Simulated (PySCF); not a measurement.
# C₄H₄N₃OSi (SMILES N#Cc1cc([SiH]N)on1) (doublet): what the fields show

```yaml
atoms:
  - { symbol: N, position_ang: [-4.3476, -0.6829, -0.1087] }
  - { symbol: C, position_ang: [-3.2726, -0.4217, 0.1886] }
  - { symbol: C, position_ang: [-1.9312, -0.1134, 0.4871] }
  - { symbol: C, position_ang: [-0.8601, -0.0780, -0.4317] }
  - { symbol: C, position_ang: [0.2341, 0.2552, 0.3438] }
  - { symbol: Si, position_ang: [1.9762, 0.6707, -0.0552] }
  - { symbol: N, position_ang: [2.3969, -0.0146, -1.5685] }
  - { symbol: O, position_ang: [-0.1877, 0.4118, 1.6240] }
  - { symbol: N, position_ang: [-1.5205, 0.1837, 1.7061] }
  - { symbol: H, position_ang: [-0.8876, -0.2720, -1.4826] }
  - { symbol: H, position_ang: [2.8941, 0.6959, 1.0701] }
  - { symbol: H, position_ang: [2.3575, -1.0153, -1.7041] }
  - { symbol: H, position_ang: [3.1439, 0.3812, -2.1152] }
```

Geometry: GFN2-xTB.

These are results of UKS B3LYP, pcH-1 on C H N O Si, non-relativistic, mean-field spin-orbit, GIAO (PySCF 2.14.0, density-fitted response routines), not measurements.

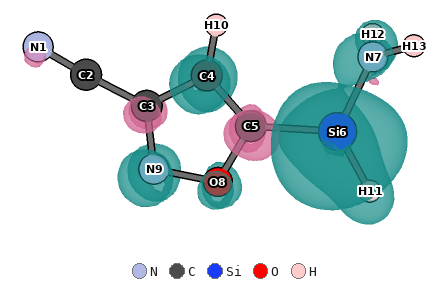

Figure 1. Isosurfaces of the spin density at +0.015 (teal) and −0.015 e/Å³ (pink), seen across its widest extent.

### Which atoms carry the spin?

The unpaired spin (1 electron) lies mostly on Si6 (about 0.7), N9 (about 0.1) and C4 (about 0.1), in electrons by Hirshfeld's partition.

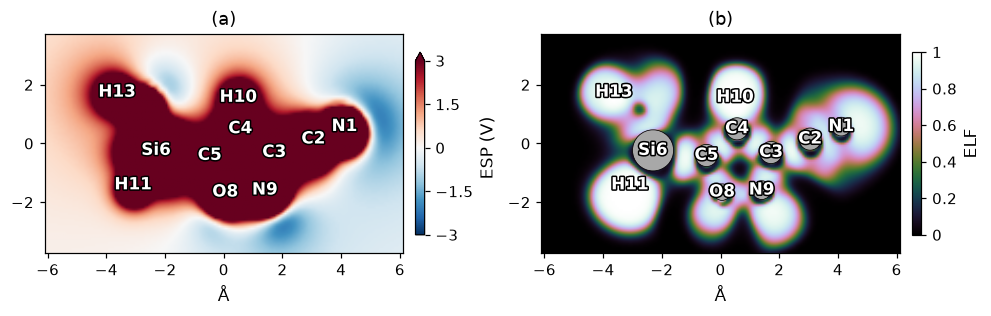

Figure 2. (a) molecular electrostatic potential; (b) electron localisation function on the plane of atoms C3, C4 and H10. Grey discs cover the atomic cores in the ELF map.

### Read the bonding off the picture.

- Atoms in the plane: N, C, Si, O and H.
- C–N (1.15 Å): the ELF peaks at about 0.90 between the atoms; a multiple bond.
- N–O (1.35 Å): the ELF peaks at about 0.80 between the atoms (localised, covalent bonding).
- C–O (1.36 Å): the ELF peaks at about 0.90 between the atoms, as expected for a polar covalent bond.
- C–C (1.38 Å): the ELF peaks at about 0.95 between the atoms (localised, covalent bonding).
- C–Si (1.83 Å): the ELF peaks at about 0.95 between the atoms: a shared electron pair.
- The ELF also peaks beside O8, N9 and N1, away from the bonds: non-bonding electrons, paired or unpaired.
- Outside the dense part of the molecule the potential is most negative (−2.0 V) near N1.

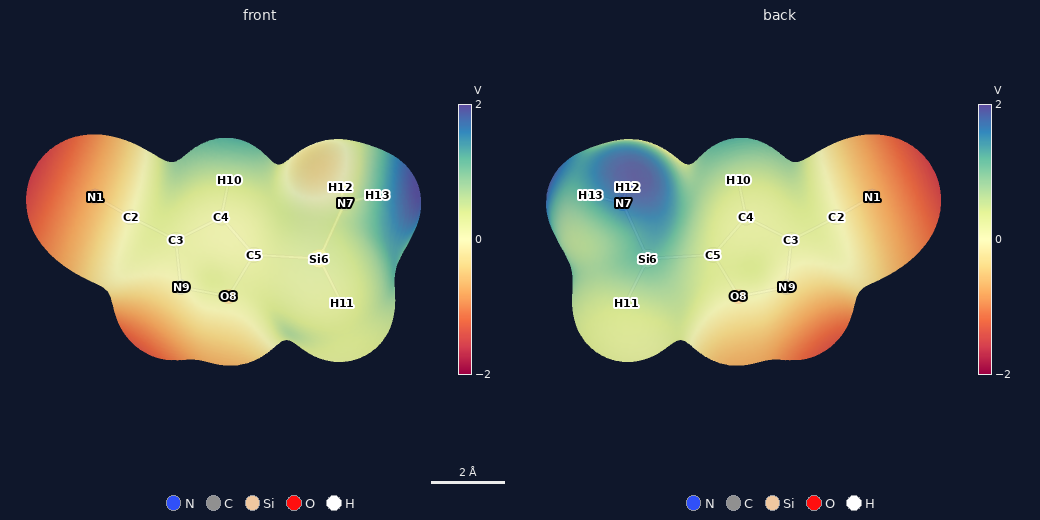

Figure 3. The electrostatic potential painted on the density surface at 0.001 e/bohr³, seen from the front and from behind; the colour scale runs from red (negative) to blue (positive).

### Where is the surface potential most negative and most positive?

The most negative region (about −1.5 V) lies over N1, the most positive (about +1.9 V) over H12 and H13. N1 is the likeliest acceptor of a hydrogen bond.
